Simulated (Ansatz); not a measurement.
The starting structures come from a database of crystals and need not be the phases stable at ambient conditions.

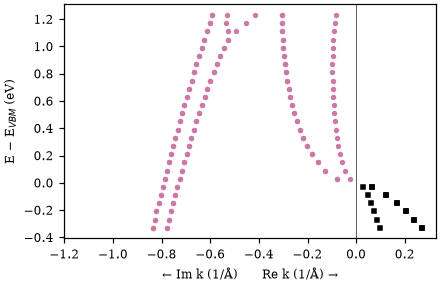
Figure. Complex bands at the centre of the two-dimensional zone; Ansatz (a program for electronic structure) with PBEsol

The gap is the functional's own, uncorrected, and κ follows it; spin-orbit coupling is left out. Mid-gap values are interpolated between the computed energies.

This is Sr(MgSb)$_{2}$ (P-3m1, not sure to be the ambient phase, 5 atoms a cell, 30.4 Å³ an atom) along the normal of (001). Read off the slowest decay at the centre of the two-dimensional zone at 0.45 eV, the computed energy nearest the middle of the gap.

κ ≈ 0.09 1/Å, a decay length 1/(2κ) of the density of 5.7 Å.
